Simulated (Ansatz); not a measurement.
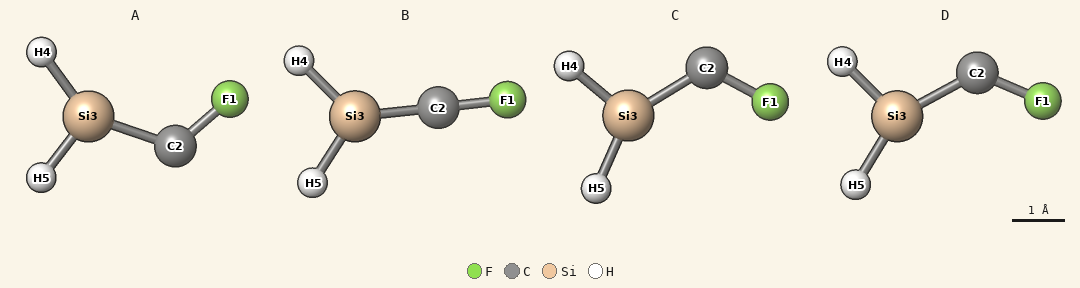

4 geometries from a converged minimum-energy path of CH$_{2}$FSi (charge −1), shuffled. Style: ball-and-stick. Shown face on.

The calculation used RKS r2SCAN-D4/6-31G* in Ansatz 0.2.0. Set-up: 7 movable images; climbing image; force threshold 0.05 eV/Å; iteration limit 60; starting path through a guess of the saddle point.

**Which frame is the top of the path?**

B. In order along the path, whose images run from 0 to 8: A (image 0, 0.0 kcal/mol), B (image 4, +18.5 kcal/mol), D (image 7, +0.8 kcal/mol), C (image 8, 0.0 kcal/mol). The motion is an in-plane inversion: the angle F1–C2–Si3 opens from 120° to 174° on the way and closes on the other side (120° at the end). No bond forms or breaks between the ends. Among the angles between lasting bonds that change up to the highest image: F1–C2–Si3 120.4° → 174.3°, C2–Si3–H5 108.9° → 127.9°.

Limits of the set-up: the basis has no diffuse functions, which an anion needs.
